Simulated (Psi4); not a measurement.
# MoCl4O (SMILES O=[Mo](Cl)(Cl)(Cl)Cl) at wB97M-V/def2-SVP (core potential)

Aim: the energy change on altering one bond length of MoCl4O at wB97M-V/def2-SVP (core potential), from 2 runs. 

Program for the calculation: Psi4 1.11.

20 further runs of the same task are left out: 19 that didn't finish, 1 set aside as unsound or not needed.

### 1 Starting point

MoCl4O: 6 atoms, total charge 0, spin state singlet. SMILES: `O=[Mo](Cl)(Cl)(Cl)Cl`. The coordinates come from a PBE0-D4/def2-TZVP relaxation.

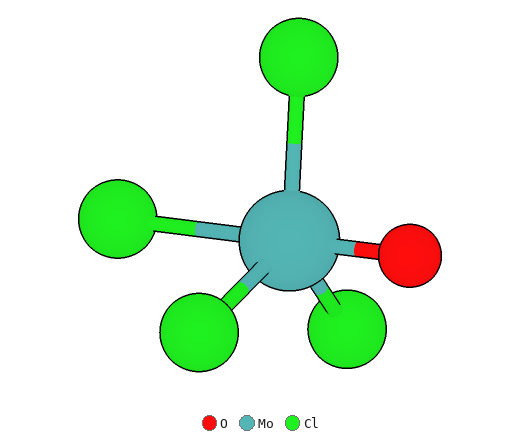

Viewed from a chosen angle; oxygen red, molybdenum teal, chlorine green.

### 2 A single-point energy at wB97M-V/def2-SVP (core potential)

File cl4moo.xyz:

```xyz
6
Cl4MoO
O     -0.647300    -1.552840     0.739910
Mo    -0.060260    -0.144860     0.068810
Cl     2.064980    -0.754570     0.382320
Cl    -1.047850    -0.541190    -1.894310
Cl     0.775250     1.861870    -0.884910
Cl    -1.084830     1.131590     1.588170
```

File cl4moo.py:

```python
import psi4

psi4.set_memory('2200 MB')
psi4.set_num_threads(1)
psi4.set_output_file('run.log', False)

with open('cl4moo.xyz') as f:
    atoms = ''.join(f.readlines()[2:])
geom = psi4.geometry('0 1\n' + atoms + 'symmetry c1\nno_reorient\nno_com')

psi4.set_options({
    'puream': True,
    'e_convergence': 1e-09,
    'd_convergence': 1e-08,
    'scf_type': 'pk',
    'dft_radial_points': 99,
    'dft_spherical_points': 590,
})

E, wfn = psi4.energy("wb97m-v/def2-SVP", return_wfn=True)
print(f'total energy {E:.8f} hartree = {E * 27.211386:.5f} eV')
```

Command:

```
$ python cl4moo.py
```

run.log:

```text
[...]
    !!!  WARNING: ECP capability is in beta. Please check occupations closely.  !!!
[...]
  Running in c1 symmetry.
[...]
  Nuclear repulsion =  614.411582442845543
[...]
  Multiplicity = 1
[...]
  Nalpha       = 45
  Nbeta        = 45
[...]
    Number of basis functions: 117
[...]
   @RKS iter   1: -1982.71795551068499    1.95977e-01   1.07068e-02 ADIIS/DIIS
[...]
   @RKS iter  17: -1983.55366239774207   -2.27374e-12   4.80187e-09 DIIS
[...]
    Orbital Energies [Eh]
    ---------------------
    Doubly Occupied:
       1A   -101.891686     2A   -101.891633     3A   -101.891532
       4A   -101.824433     5A    -19.450563     6A     -9.692940
       7A     -9.692888     8A     -9.692787     9A     -9.625408
      10A     -7.402305    11A     -7.402253    12A     -7.402155
      13A     -7.398117    14A     -7.398066    15A     -7.397964
      16A     -7.395351    17A     -7.395300    18A     -7.395195
      19A     -7.332522    20A     -7.330481    21A     -7.330476
      22A     -2.906176    23A     -1.904264    24A     -1.890293
      25A     -1.890286    26A     -1.106596    27A     -0.985125
      28A     -0.972379    29A     -0.972286    30A     -0.912070
      31A     -0.601261    32A     -0.592209    33A     -0.592199
      34A     -0.557159    35A     -0.557105    36A     -0.539972
[...]
  @RKS Final Energy: -1983.55366239774207
   => Energetics <=
    Nuclear Repulsion Energy =            614.4115824428455426
    One-Electron Energy =               -3984.0159560742563372
    Two-Electron Energy =                1484.1892663103908490
    DFT Exchange-Correlation Energy =     -98.4941644094722335
    Empirical Dispersion Energy =           0.0000000000000000
    VV10 Nonlocal Energy =                  0.3556093327500872
    Total Energy =                      -1983.5536623977420732
[...]
 Multipole Moments:
 ------------------------------------------------------------------------------------
     Multipole            Electronic (a.u.)      Nuclear  (a.u.)        Total (a.u.)
 ------------------------------------------------------------------------------------
 L = 1.  Multiply by 2.5417464519 to convert [e a0] to [Debye]
 Dipole X            :        -11.5144067           11.3502809           -0.1641258
 Dipole Y            :        -27.6270031           27.2312180           -0.3957851
 Dipole Z            :         13.1608187          -12.9744627            0.1863559
 Magnitude           :                                                    0.4672383
[...]
```

Standard output:

```text
total energy -1983.55366240 hartree = -53975.24436 eV
```

Wall time 2.4 min (1 thread of AMD EPYC 7R43 (Zen 3), shared host); peak memory 0.92 GiB.

### 3 The distorted shape

File cl4moo.xyz:

```xyz
6
Cl4MoO
O     -1.315699    -3.158203     1.502876
Mo    -0.728659    -1.750223     0.831776
Cl     1.396581    -2.359933     1.145286
Cl    -1.716249    -2.146553    -1.131344
Cl     0.775250     1.861870    -0.884910
Cl    -1.753229    -0.473773     2.351136
```

File cl4moo.py:

```python
import psi4

psi4.set_memory('2200 MB')
psi4.set_num_threads(1)
psi4.core.set_output_file('output.dat', False)

with open('cl4moo.xyz') as f:
    atoms = ''.join(f.readlines()[2:])
geom = psi4.geometry('0 1\n' + atoms + 'symmetry c1\nno_reorient\nno_com')

options = {'puream': True, 'e_convergence': 1e-09, 'd_convergence': 1e-06, 'scf_type': 'pk', 'dft_radial_points': 99, 'dft_spherical_points': 590, 'level_shift': 0.3, 'level_shift_cutoff': 1e-09, 'maxiter': 150}
psi4.set_options(options)

E, wfn = psi4.energy("wb97m-v/def2-SVP", molecule=geom, return_wfn=True)
print('E =', round(E, 9))
```

Command:

```
$ python cl4moo.py
```

output.dat:

```text
[...]
    !!!  WARNING: ECP capability is in beta. Please check occupations closely.  !!!
[...]
  Running in c1 symmetry.
[...]
  Nuclear repulsion =  537.962432045785249
[...]
  Multiplicity = 1
[...]
  Nalpha       = 45
  Nbeta        = 45
[...]
    Number of basis functions: 117
[...]
   @RKS iter   1: -1982.41919695579577    1.03866e-01   1.12343e-02 DIIS/ADIIS/SHIFT
[...]
   @RKS iter  72: -1983.40696186981450   -7.02130e-10   2.46916e-07 DIIS/SHIFT
[...]
    Orbital Energies [Eh]
    ---------------------
    Doubly Occupied:
       1A   -101.940083     2A   -101.940031     3A   -101.939965
       4A   -101.700145     5A    -19.513874     6A     -9.740586
       7A     -9.740532     8A     -9.740465     9A     -9.497163
      10A     -7.449600    11A     -7.449547    12A     -7.449482
      13A     -7.445570    14A     -7.445518    15A     -7.445450
      16A     -7.443650    17A     -7.443594    18A     -7.443526
      19A     -7.203658    20A     -7.203155    21A     -7.203147
      22A     -2.950806    23A     -1.953622    24A     -1.933321
      25A     -1.933309    26A     -1.159331    27A     -1.027900
      28A     -1.015624    29A     -1.015543    30A     -0.766977
      31A     -0.641869    32A     -0.637473    33A     -0.637462
      34A     -0.599206    35A     -0.599155    36A     -0.574870
[...]
  @RKS Final Energy: -1983.40696186981450
   => Energetics <=
    Nuclear Repulsion Energy =            537.9624320457852491
    One-Electron Energy =               -3829.9537347781506469
    Two-Electron Energy =                1406.6353707846019461
    DFT Exchange-Correlation Energy =     -98.4126923966790486
    Empirical Dispersion Energy =           0.0000000000000000
    VV10 Nonlocal Energy =                  0.3616624746281197
    Total Energy =                      -1983.4069618698144950
[...]
 Multipole Moments:
 ------------------------------------------------------------------------------------
     Multipole            Electronic (a.u.)      Nuclear  (a.u.)        Total (a.u.)
 ------------------------------------------------------------------------------------
 L = 1.  Multiply by 2.5417464519 to convert [e a0] to [Debye]
 Dipole X            :         79.5114960          -80.8553659           -1.3438700
 Dipole Y            :        191.0004288         -194.2286193           -3.2281906
 Dipole Z            :        -90.7440994           92.2767024            1.5326030
 Magnitude           :                                                    3.8178623
[...]
```

The script printed:

```text
E = -1983.40696187
```

Run time: 13 min. Hardware: 1 thread of AMD EPYC 7R43 (Zen 3), shared host; peak memory 0.9 GiB.

### 4 Results

Level: wB97M-V/def2-SVP (core potential).

| quantity | value |
| --- | --- |
| first shape: total energy | -1983.55366 Eh |
| first shape: dipole moment | 1.19 D |
| first shape: HOMO energy | -10.90 eV |
| first shape: LUMO energy | -2.80 eV |
| first shape: HOMO–LUMO gap | 8.10 eV |
| distorted shape: total energy | -1983.40696 Eh |
| distorted shape: dipole moment | 9.70 D |
| distorted shape: HOMO energy | -7.61 eV |
| energy change with the Mo2–Cl5 bond stretched from 2.374 to 4.273 Å | 3.992 eV |

What this shows: One bond (distorted shape) is far stretched, which a spin-restricted single reference describes badly; a broken-symmetry solution may lie lower. With the Mo2–Cl5 bond stretched from 2.374 to 4.273 Å the energy rises by 3.99 eV (385 kJ/mol). The first shape isn't relaxed at this level, so the change isn't measured from a minimum. A restricted reference can't describe the breaking bond well at this length.
